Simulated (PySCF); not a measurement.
C₅H₁₃AlO₂, SMILES C[O][Al]([CH3])[O]C(C)C at its GFN2-xTB optimised geometry (Å):

```
21

Al     0.2249    -0.8941     0.0000
C     -0.6691    -2.6773     0.0546
H     -0.1786    -3.3828    -0.6126
H     -1.7184    -2.6054    -0.2212
H     -0.6180    -3.1024     1.0558
O      1.8790    -0.8941     0.0000
C      3.2724    -0.8482    -0.0013
H      3.6620    -1.3130     0.9086
H      3.6630    -1.3895    -0.8678
H      3.6232     0.1864    -0.0456
O     -0.6919     0.4770     0.0000
C     -1.5594     1.5624    -0.1190
C     -2.9717     1.0701    -0.4320
C     -1.0588     2.5145    -1.2041
H     -1.5721     2.0940     0.8450
H     -2.9706     0.5427    -1.3833
H     -3.6630     1.9070    -0.4862
H     -3.3017     0.3839     0.3442
H     -0.0491     2.8418    -0.9684
H     -1.0400     1.9974    -2.1612
H     -1.7086     3.3828    -1.2777
```

Computed with PySCF 2.14.0 with CAM-B3LYP/def2-SVP. Cells within 0.4 Å of a nucleus heavier than hydrogen are left out (blank, or x).

Map of the log10 of the electron density (e/bohr³), floored at −4 on the plane z = 0.0 Å:

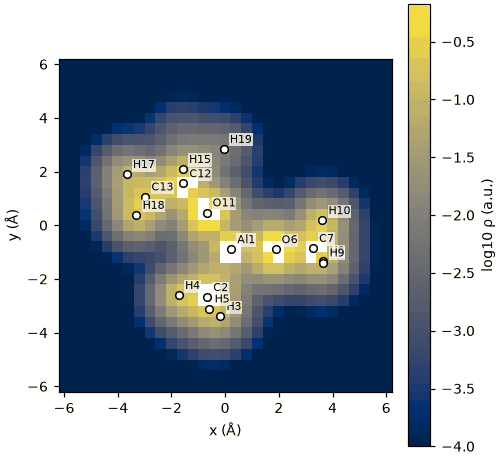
Figure. Log10 of the electron density (e/bohr³), floored at −4 on the plane z = 0.0 Å.
